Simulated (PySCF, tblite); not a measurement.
**C6H5BF2: geometry, infrared bands and NMR shifts**

What infrared bands and NMR shifts should C6H5BF2 (`FB1C=CC=CC=C1F`) show?

Programs: tblite 0.8.0 and PySCF 2.14.0, with density-fitted response routines of our own. Each step states its level of theory. These are calculated values for one molecule in the gas phase, unless marked as measured. Atoms count from 0, in the outputs and in this text.

**1. Starting geometry**

14 atoms, charge 0, multiplicity 1; geometry from: force field or distance geometry start.

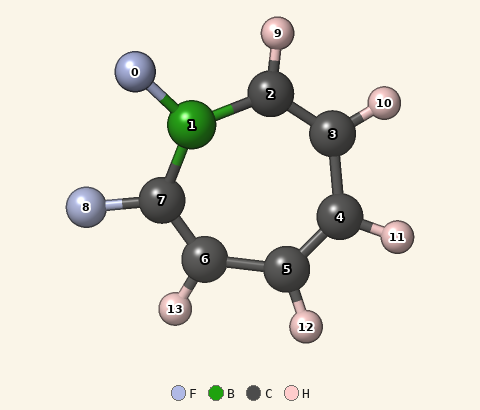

As it starts; fluorine light blue, boron green, carbon dark grey, hydrogen pink, atoms numbered.

**2. Geometry optimisation with GFN2-xTB**

Job settings and geometry (Å):

```
{"job": {"kind": "relax", "xc": "GFN2-xTB", "basis": "xTB"}, "charge": 0, "multiplicity": 1}
F      2.707700     1.425600    -0.349900
B      1.423100     0.763700    -0.199500
C      0.195900     1.648200     0.104000
C     -1.086100     1.266300     0.117800
C     -1.623600    -0.075200    -0.202200
C     -1.006100    -1.260400    -0.206100
C      0.398200    -1.575500     0.142600
C      1.462000    -0.762900     0.124800
F      2.681800    -1.314100     0.355400
H      0.389500     2.699800     0.275900
H     -1.829400     2.024900     0.311400
H     -2.686600    -0.094100    -0.430400
H     -1.624800    -2.121100    -0.411100
H      0.597700    -2.625800     0.345100
```

Command:

```
> OMP_NUM_THREADS=1 python probes_run.py task.json out
```

The driver reads the jobs from task.json and runs them one after another.

**Question.** This job is followed by: GFN2-xTB harmonic vibrations, gas phase; GIAO PBE0/pcSseg-1 NMR shielding, non-relativistic, gas phase. What will the session give for the following? strongest single infrared mode (GFN2-xTB); zero-point energy (GFN2-xTB); 13C shifts against TMS (PBE0/pcSseg-1); 1H shifts against TMS (PBE0/pcSseg-1); 19F shifts against CFCl3 (PBE0/pcSseg-1); 11B shifts against BF3·OEt2 (PBE0/pcSseg-1).

The runs gave:

| quantity | value |
| --- | --- |
| strongest single infrared mode (GFN2-xTB) | 1214 cm⁻¹, 298 km/mol |
| zero-point energy (GFN2-xTB) | 60.1 kcal/mol |
| 13C shifts against TMS (PBE0/pcSseg-1) | 192.4, 156.8, 151.1, 140.3, 138.7, 137.4 ppm |
| 1H shifts against TMS (PBE0/pcSseg-1) | 8.35, 8.06, 7.95, 7.48, 7.48 ppm |
| 19F shifts against CFCl3 (PBE0/pcSseg-1) | -84.6, -89.2 ppm |
| 11B shifts against BF3·OEt2 (PBE0/pcSseg-1) | 34.9 ppm |

What this shows: Relaxing lowered the energy by 0.486 eV in 53 steps; the close pair that moved most is F0–B1, from 1.453 to 1.336 Å. All 36 modes are real, so the xTB geometry is a minimum. The strongest single mode, at 1214 cm⁻¹, is spread over many atoms; the largest shares are those of B1, H13. GFN2-xTB is a fitted tight-binding method: band positions and strengths are rough. Its intensities can rank the bands wrongly. At PBE0/pcSseg-1: Shielding is most anisotropic at F0 (span 337 ppm, paramagnetic term -205 ppm). NICS(1)zz of -17 ppm above the planar ring from B1 marks a diatropic (aromatic) ring current.
